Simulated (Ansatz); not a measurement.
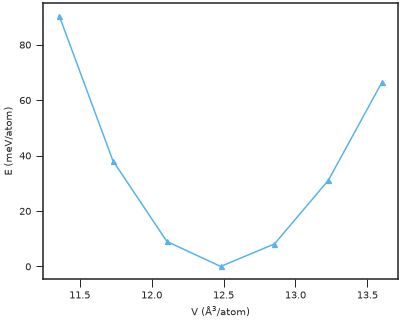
Figure: ZrC (NiAs type, space group No. 194) under volume change, DFT-LDA in the program Ansatz with PAW potentials, shape and atoms relaxed at each volume.

### Question
What does a third-order Birch–Murnaghan fit give for V₀, B₀ and B′?

### Answer
V₀ = 12.48 Å³/atom, B₀ = 244 GPa, B′ = 4.1.

Space group P6_3/mmc (NiAs type). The workflow started from a Materials Project entry (that database holds measured and hypothetical structures alike); the Crystallography Open Database copy checked does not list it. It is not the phase usual at ambient conditions (space group No. 225). The cell was relaxed with LDA under the symmetry of its start; whether a distortion lowers the energy is not shown. The run is not spin-polarised.

Potentials: the later of the program's two PAW sets.
